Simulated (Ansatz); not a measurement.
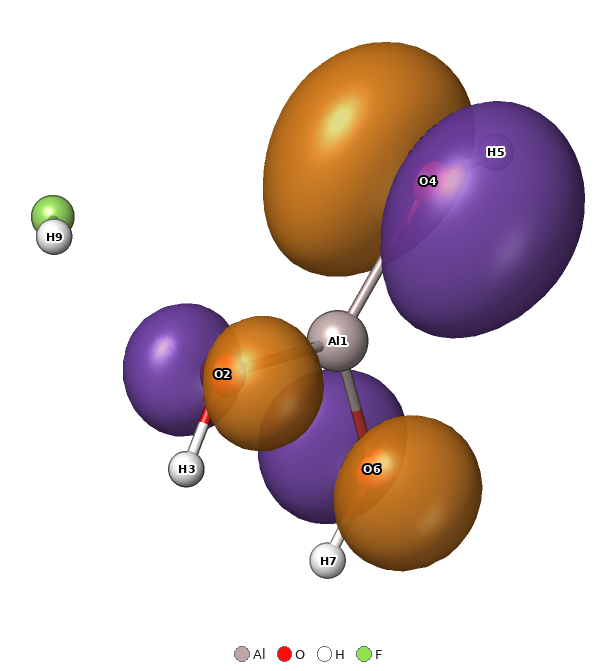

*AlH$_{3}$O$_{3}$···HF. The HOMO at ±0.1 Å⁻³ᐟ² (orange and purple are the two phases), seen at a tilt.*

Not at a stationary point (largest force 1.0 eV/Å).

Theory: Ansatz 0.2.0, RHF/6-31G*.

The calculation's input:

```
crystal:
  periodic: [false, false, false]
  atoms:
    - { symbol: Al, position_ang: [0.0, 0.0, 0.0] }
    - { symbol: O, position_ang: [0.0, 0.0, 2.13] }
    - { symbol: H, position_ang: [-0.9095, -0.2814, 2.4671] }
    - { symbol: O, position_ang: [1.5415, 0.0, -0.89] }
    - { symbol: H, position_ang: [1.8414, -0.9519, -1.0449] }
    - { symbol: O, position_ang: [-1.5415, 0.0, -0.89] }
    - { symbol: H, position_ang: [-2.0512, -0.8467, -0.6815] }
    - { symbol: F, position_ang: [0.0892, 1.8864, 0.6275] }
    - { symbol: H, position_ang: [0.0593, 1.2535, 1.7062] }
basis:
  gaussian: { orbitals: "6-31G*" }
hamiltonian:
  xc: hf
relax:
  f_tol: 0.15
  max_steps: 25
  restrain:
    - { distance: [0, 7], at: 2.89, k: 30.0 }
    - { distance: [8, 1], at: 2.21, k: 30.0 }
    - { distance: [0, 1], at: 1.78, k: 30.0 }
    - { distance: [8, 7], at: 0.92, k: 30.0 }
output:
  orbitals: {}
```

Command:

```sh
ansatz run input.yaml --threads 1 --pin off --max-ram 2048MiB --backend cpu --events-out ev --progress --plain --runs-dir out
```

The fields are those of the run's last geometry, not of the input's.

**What is the character of this orbital?**

By Hirshfeld shares it lies mainly on O4 (about 65 %), O6 (about 15 %) and O2 (about 5 %). Its energy is −13.21 eV.
